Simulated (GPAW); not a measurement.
# Si K ELNES/XANES of Si2W (P6_222) from DFT, part 3 of 4

Aim: the dependence of the Si K near-edge features of Si2W (P6_222) on volume.

GPAW 26.7.0; X-ray absorption from dipole matrix elements to empty bands, plane-wave PAW LDA.

So far. Step 4 (Spectrum with XCH, Si atom 4): The total-energy difference is 1844.49 eV. One term is added: -14.86 eV, since the hole is spin-paired here and a spin-polarised one costs that much less in the free atom (computed apart). The photon energy is then 1829.63 eV. The tabulated edge of the element is 1839 eV. The functional leaves an error in such absolute values: in the free atom LDA prices this hole 7.8 eV below PBE (computed apart), and PBE is itself good to a few eV.

## Step 8: Spectrum with XCH, Si atom 4

Shorter bonds are expected to push antibonding states and scattering resonances up, and longer ones down; the cell is scaled to test that.

Changed against the first core-hole run: volume scale from 1 to 0.97.

xas.py reads:

```python
import numpy as np
from ase import Atoms
from ase.parallel import parprint, paropen
from gpaw import GPAW, PW, FermiDirac, Mixer, MixerDif, setup_paths
from gpaw.test import gen
setup_paths.insert(0, '.')
gen('Si', name='fch1s', xcname='LDA', corehole=(1, 0, 1), write_xml=True)
from gpaw.mpi import world
world.barrier()

atoms = Atoms('W3Si6',
    cell=[[-2.28510716, -3.9579217, 0],
     [-4.57021432, 0, 0],
     [0, 0, -6.58601314]],
    scaled_positions=[[0, 0.5, 0.5],
     [0.5, 0, 0.16666667],
     [0.5, 0.5, 0.83333333],
     [0.836374, 0.836374, 0.83333333],
     [0.836374, 0.327252, 0.16666667],
     [0.672748, 0.163626, 0.5],
     [0.163626, 0.163626, 0.83333333],
     [0.163626, 0.672748, 0.16666667],
     [0.327252, 0.836374, 0.5]],
    pbc=True)
atoms.calc = calc = GPAW(legacy_gpaw=True, mode=PW(430, force_complex_dtype=True), xc='LDA', setups={3: 'fch1s'},
    kpts={'size': (6, 6, 4), 'gamma': True}, occupations=FermiDirac(0.1),
    charge=-1, mixer=Mixer(0.1, 5, 50), maxiter=150,
    convergence={'density': 0.0001, 'eigenstates': 1e-6}, txt='scf.txt')
energy = atoms.get_potential_energy() + calc.get_reference_energy()
ef = calc.get_fermi_level()
out = dict(energy=energy, fermi=ef, forces=atoms.get_forces().tolist())
parprint(f'all-electron energy {energy:.4f} eV, Fermi level {ef:.4f} eV')
ev = np.array([[calc.get_eigenvalues(k, s) for k in range(len(calc.get_ibz_k_points()))] for s in range(calc.get_number_of_spins())])
out['homo'], out['lumo'], out['counts'] = ev[ev < ef].max(), ev[ev > ef].min(), sorted(set((ev < ef).sum((0, 2)).tolist()))
out['filled'] = (ev[:, 0] < ef).sum(1).tolist()

from ase.units import Ha
from gpaw.xas import dipole_matrix_elements
nb = int(calc.get_number_of_electrons() / 2) + 89
top, nb = nb, nb + 8 + nb // 12
nscf = calc.fixed_density(kpts={'size': (8, 8, 5), 'gamma': True}, nbands=nb,
    convergence={'bands': top, 'eigenstates': 5e-3}, maxiter=60, txt='nscf.txt')
cell = atoms.cell.array
ops = [cell.T @ U.T @ np.linalg.inv(cell.T) for U in nscf.wfs.kd.symmetry.op_scc]
E = np.arange(-6, 34, 0.1)
fwhm = np.interp(E, [4, 25], [0.9, 3.5])
Y, X, zero, highest = 0, 0, 1e9, 1e9
for spin in range(nscf.get_number_of_spins()):
    wfs = nscf.wfs
    mine = wfs.bd.get_slice()  # this rank's bands
    A = dipole_matrix_elements(wfs.setups[3])
    eps = np.zeros((wfs.kd.nibzkpts, nb))
    d = np.zeros((3, A.shape[1], wfs.kd.nibzkpts, nb), complex)
    for kpt in wfs.kpt_u:
        if kpt.s == spin and 3 in kpt.P_ani:
            eps[kpt.k, mine] = kpt.eps_n * Ha
            d[:, :, kpt.k, mine] = (kpt.weight * wfs.nspins / 2) ** 0.5 * np.inner(A, kpt.P_ani[3])
    world.sum(eps)
    world.sum(d)
    T = np.einsum('amkn,bmkn->abkn', d, d.conj()).real
    T = sum(np.einsum('ai,ijkn,bj->abkn', R, T, R) for R in ops) / len(ops)
    empty = eps > ef
    zero, highest = min(zero, eps[empty].min()), min(highest, eps[:, top - 1].min())
    lines = [(eps, T, empty)] if spin == 0 else lines + [(eps, T, empty)]
for eps, T, empty in lines:
    f = np.einsum('aakn->akn', T).reshape(3, -1)
    x = eps.ravel() - zero
    w = np.interp(x, E, fwhm) / 2.35482
    g = np.exp(-0.5 * ((E[:, None] - x) / w) ** 2) / (w * (2 * np.pi) ** 0.5)
    Y = Y + (f * empty.ravel()) @ g.T
    X = X + (f * ~empty.ravel()) @ g.T
out.update(E=E.round(2).tolist(), xas=Y.tolist(), xes=X.tolist(), zero=zero, valid=highest - zero, nk=len(eps), nb=nb)
for i in range(0, len(E), 10):
    parprint(f'{E[i]:7.2f}', *(f'{v:10.3e}' for v in Y[:, i]))
import json
with paropen('out.json', 'w') as f:
    json.dump(out, f)
```

Command:

```sh
$ OMP_NUM_THREADS=1 mpirun -n 4 gpaw python xas.py
```

Numbers of over 12 decimals in the logs are rounded to 6 here.

Log:

```text
Input parameters:
  charge: -1
  convergence: {density: 0.0001,
                eigenstates: 1e-06}
  kpts: {gamma: True,
         size: (6, 6, 4)}
  maxiter: 150
  mixer: {backend: pulay,
          beta: 0.1,
          method: separate,
          nmaxold: 5,
          weight: 50}
  mode: {ecut: 430.0,
         force_complex_dtype: True,
         name: pw}
  occupations: {fixmagmom: False,
[...]
*p    :     0.468798
*d    :     0.000000
--------------------------------

Diagonalizing with gridspacing h=0.050

state   all-electron     PAW
-------------------------------
3s:      -0.832237    -0.832487
3p:      -0.531202    -0.531501
*d:                   -0.147046
*f:                   -0.019078
-------------------------------
all-electron energy -1360933.3796 eV, Fermi level 13.4975 eV
[...]
32.00  4.608e-06  4.890e-06  4.399e-06
  33.00  4.693e-06  4.980e-06  4.365e-06
[key lines of the parts left out:]
Converged after 16 iterations.
Dipole moment: (-0.442006, -0.255192, 0.090380) |e|*Ang
Free energy:    -86.429005
Fermi level: 13.49746
```

The job ended after 2.1 min (4 MPI ranks of AMD EPYC 9R14 (Zen 4), shared host; peak memory 0.7 GiB).

```
E (eV)  first run  this run
  -2.0       0.00      0.00
  -1.0       0.01      0.01
   0.0       0.71      0.72
   1.0       1.44      1.41
   2.0       1.24      1.19
   3.0       1.30      1.26
   4.0       1.51      1.42
   5.0       1.85      1.80
   6.0       1.72      1.73
   7.0       1.14      1.24
   8.0       0.95      0.99
   9.0       0.90      0.93
  10.0       0.84      0.86
  11.0       0.76      0.78
  12.0       0.68      0.69
  13.0       0.70      0.69
  14.0       0.75      0.75
  15.0       0.73      0.74
  16.0       0.70      0.71
  17.0       0.68      0.68
  18.0       0.65      0.66
  19.0       0.61      0.63
  20.0       0.56      0.57
  21.0       0.55      0.54
  22.0       0.57      0.55
  23.0       0.59      0.57
  24.0       0.63      0.60
  25.0       0.67      0.65
  26.0       0.72      0.70
  27.0       0.75      0.74
  28.0       0.77      0.77
  29.0       0.77      0.77
  30.0       0.78      0.78
  31.0       0.80      0.79
```

The scaled spectrum changes by 4 % r.m.s. The highest intensity below 16 eV goes from 5.1 eV (1.85) to 5.2 eV (1.80).

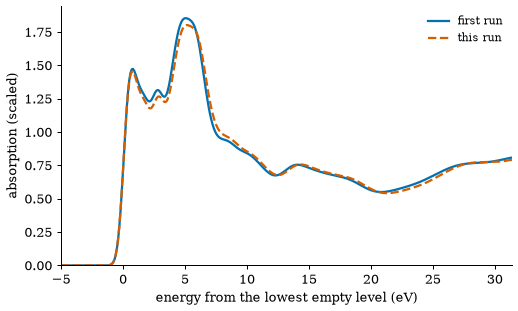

The effect of the change (volume scale from 1 to 0.97).

The photon energy of the zero moves by +0.03 eV.

## Step 9: Reference energy of the cell

The cell changes for the next run, so it gets a reference energy of its own.

The cell differs from the one that the last finished run ended in (a 4.570 → 4.663 Å, b 4.570 → 4.663 Å, c 6.586 → 6.719 Å).

scf.py reads:

```python
import numpy as np
from ase import Atoms
from ase.parallel import parprint, paropen
from gpaw import GPAW, PW, FermiDirac, Mixer, MixerDif, setup_paths
from gpaw.test import gen
setup_paths.insert(0, '.')
gen('Si', name='nch1s', xcname='LDA', corehole=(1, 0, 0), write_xml=True)
from gpaw.mpi import world
world.barrier()

atoms = Atoms('W3Si6',
    cell=[[-2.33128338, -4.03790127, 0],
     [-4.66256676, 0, 0],
     [0, 0, -6.71909977]],
    scaled_positions=[[0, 0.5, 0.5],
     [0.5, 0, 0.16666667],
     [0.5, 0.5, 0.83333333],
     [0.836374, 0.836374, 0.83333333],
     [0.836374, 0.327252, 0.16666667],
     [0.672748, 0.163626, 0.5],
     [0.163626, 0.163626, 0.83333333],
     [0.163626, 0.672748, 0.16666667],
     [0.327252, 0.836374, 0.5]],
    pbc=True)
atoms.calc = calc = GPAW(legacy_gpaw=True, mode=PW(430, force_complex_dtype=True), xc='LDA', setups={3: 'nch1s'},
    kpts={'size': (6, 6, 4), 'gamma': True}, occupations=FermiDirac(0.1),
    charge=0, mixer=Mixer(0.1, 5, 50), maxiter=150,
    convergence={'density': 0.0001, 'eigenstates': 1e-6}, txt='scf.txt')
energy = atoms.get_potential_energy() + calc.get_reference_energy()
ef = calc.get_fermi_level()
out = dict(energy=energy, fermi=ef, forces=atoms.get_forces().tolist())
parprint(f'all-electron energy {energy:.4f} eV, Fermi level {ef:.4f} eV')
ev = np.array([[calc.get_eigenvalues(k, s) for k in range(len(calc.get_ibz_k_points()))] for s in range(calc.get_number_of_spins())])
out['homo'], out['lumo'], out['counts'] = ev[ev < ef].max(), ev[ev > ef].min(), sorted(set((ev < ef).sum((0, 2)).tolist()))
out['filled'] = (ev[:, 0] < ef).sum(1).tolist()
import json
with paropen('out.json', 'w') as f:
    json.dump(out, f)
```

Command:

```sh
$ OMP_NUM_THREADS=1 mpirun -n 4 gpaw python scf.py
```

Log:

```text
Input parameters:
  convergence: {density: 0.0001,
                eigenstates: 1e-06}
  kpts: {gamma: True,
         size: (6, 6, 4)}
  maxiter: 150
  mixer: {backend: pulay,
          beta: 0.1,
          method: separate,
          nmaxold: 5,
          weight: 50}
  mode: {ecut: 430.0,
         force_complex_dtype: True,
         name: pw}
  occupations: {fixmagmom: False,
                name: fermi-dirac,
[...]
3s(2) :    -0.399754     1.114161
*s    :     0.600246
3p(2) :    -0.152955     1.005401
*p    :     0.847045
*d    :     0.000000
--------------------------------

Diagonalizing with gridspacing h=0.050

state   all-electron     PAW
-------------------------------
3s:      -0.399754    -0.399911
3p:      -0.152955    -0.153089
*d:                    0.032715
*f:                    0.069217
-------------------------------
all-electron energy -1362777.5008 eV, Fermi level 12.2838 eV
[key lines of the parts left out:]
Converged after 19 iterations.
Dipole moment: (-0.000000, -0.000000, -0.000000) |e|*Ang
Free energy:    -76.919751
Fermi level: 12.28380
```

The job ended after 41 s (4 MPI ranks; peak memory 0.28 GiB).

Reference energy: -1362777.501 eV with the cores included.

## Step 10: Spectrum with XCH, Si atom 4

Shorter bonds are expected to push antibonding states and scattering resonances up, and longer ones down; the cell is scaled to test that.

Changed against the first core-hole run: volume scale from 1 to 1.03.

Changes to xas.py since step 8:

```diff
@@ -11,5 +11,5 @@
 atoms = Atoms('W3Si6',
-    cell=[[-2.28510716, -3.9579217, 0],
-     [-4.57021432, 0, 0],
-     [0, 0, -6.58601314]],
+    cell=[[-2.33128338, -4.03790127, 0],
+     [-4.66256676, 0, 0],
+     [0, 0, -6.71909977]],
     scaled_positions=[[0, 0.5, 0.5],
@@ -38,3 +38,3 @@
 from gpaw.xas import dipole_matrix_elements
-nb = int(calc.get_number_of_electrons() / 2) + 89
+nb = int(calc.get_number_of_electrons() / 2) + 93
 top, nb = nb, nb + 8 + nb // 12
```

Command:

```sh
$ OMP_NUM_THREADS=1 mpirun -n 4 gpaw python xas.py
```

Log:

```text
Input parameters:
  charge: -1
  convergence: {density: 0.0001,
                eigenstates: 1e-06}
  kpts: {gamma: True,
         size: (6, 6, 4)}
  maxiter: 150
  mixer: {backend: pulay,
          beta: 0.1,
          method: separate,
          nmaxold: 5,
          weight: 50}
  mode: {ecut: 430.0,
         force_complex_dtype: True,
         name: pw}
  occupations: {fixmagmom: False,
[...]
*p    :     0.468798
*d    :     0.000000
--------------------------------

Diagonalizing with gridspacing h=0.050

state   all-electron     PAW
-------------------------------
3s:      -0.832237    -0.832487
3p:      -0.531202    -0.531501
*d:                   -0.147046
*f:                   -0.019078
-------------------------------
all-electron energy -1360933.0429 eV, Fermi level 12.4740 eV
[...]
32.00  4.833e-06  5.089e-06  4.421e-06
  33.00  4.848e-06  5.056e-06  4.276e-06
[key lines of the parts left out:]
Converged after 14 iterations.
Dipole moment: (-0.410776, -0.237162, 0.113993) |e|*Ang
Free energy:    -86.092356
Fermi level: 12.47398
```

Run time: 2.3 min. Hardware: 4 MPI ranks; peak memory 0.72 GiB.

```
E (eV)  first run  this run
  -2.0       0.00      0.00
  -1.0       0.01      0.01
   0.0       0.71      0.71
   1.0       1.44      1.46
   2.0       1.24      1.28
   3.0       1.30      1.33
   4.0       1.51      1.61
   5.0       1.85      1.91
   6.0       1.72      1.67
   7.0       1.14      1.05
   8.0       0.95      0.92
   9.0       0.90      0.87
  10.0       0.84      0.83
  11.0       0.76      0.74
  12.0       0.68      0.67
  13.0       0.70      0.72
  14.0       0.75      0.75
  15.0       0.73      0.72
  16.0       0.70      0.69
  17.0       0.68      0.67
  18.0       0.65      0.64
  19.0       0.61      0.60
  20.0       0.56      0.56
  21.0       0.55      0.56
  22.0       0.57      0.59
  23.0       0.59      0.62
  24.0       0.63      0.65
  25.0       0.67      0.69
  26.0       0.72      0.73
  27.0       0.75      0.75
  28.0       0.77      0.76
  29.0       0.77      0.78
  30.0       0.78      0.80
  31.0       0.80      0.82
```

The scaled spectrum changes by 4 % r.m.s. The highest intensity below 16 eV goes from 5.1 eV (1.85) to 4.9 eV (1.91).

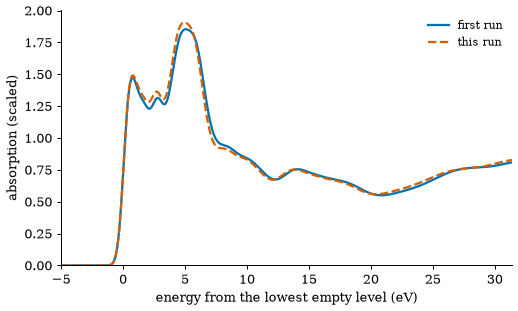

The effect of the change (volume scale from 1 to 1.03).

The photon energy of the zero moves by -0.03 eV.

## Step 11: Cell without a hole, the energy reference

The cell changes for the next run, so it gets a reference energy of its own.

The cell differs from the one that the last finished run ended in (a 4.663 → 4.707 Å, b 4.663 → 4.707 Å, c 6.719 → 6.784 Å).

Changes to scf.py since step 9:

```diff
@@ -11,5 +11,5 @@
 atoms = Atoms('W3Si6',
-    cell=[[-2.33128338, -4.03790127, 0],
-     [-4.66256676, 0, 0],
-     [0, 0, -6.71909977]],
+    cell=[[-2.35370094, -4.07672962, 0],
+     [-4.70740189, 0, 0],
+     [0, 0, -6.78371046]],
     scaled_positions=[[0, 0.5, 0.5],
```

Command:

```sh
$ OMP_NUM_THREADS=1 mpirun -n 4 gpaw python scf.py
```

Log:

```text
Input parameters:
  convergence: {density: 0.0001,
                eigenstates: 1e-06}
  kpts: {gamma: True,
         size: (6, 6, 4)}
  maxiter: 150
  mixer: {backend: pulay,
          beta: 0.1,
          method: separate,
          nmaxold: 5,
          weight: 50}
  mode: {ecut: 430.0,
         force_complex_dtype: True,
         name: pw}
  occupations: {fixmagmom: False,
                name: fermi-dirac,
[...]
3s(2) :    -0.399754     1.114161
*s    :     0.600246
3p(2) :    -0.152955     1.005401
*p    :     0.847045
*d    :     0.000000
--------------------------------

Diagonalizing with gridspacing h=0.050

state   all-electron     PAW
-------------------------------
3s:      -0.399754    -0.399911
3p:      -0.152955    -0.153089
*d:                    0.032715
*f:                    0.069217
-------------------------------
all-electron energy -1362777.1134 eV, Fermi level 11.8316 eV
[key lines of the parts left out:]
Converged after 23 iterations.
Dipole moment: (-0.000000, -0.000000, -0.000000) |e|*Ang
Free energy:    -76.535490
Fermi level: 11.83156
```

The job ended after 46 s (4 MPI ranks; peak memory 0.28 GiB).

Reference energy: -1362777.113 eV with the cores included.

(Part 3 of 4 ends here.)

[Banner, clock and machine lines of the logs are left out without a mark of their own.]

[Logs are printed without paths, hosts, clocks, repeated set-up lines and the standing remarks that a program may print on its own settings, such as how far it seeks lower states.]

[Hosts, paths, dates, database ids (printed as entryN), source tags and the programs' standing remarks are cut or masked in the printed files.]

[Lists of maxima count a maximum above −3 eV only where it reaches 4 % of the highest in the window and stands out from its surroundings by 2 % of it (1.5 % where it reaches 55 %); shoulders and weaker maxima are passed over, and of the rest the first, up to two pre-edge ones and the few strongest are named.]
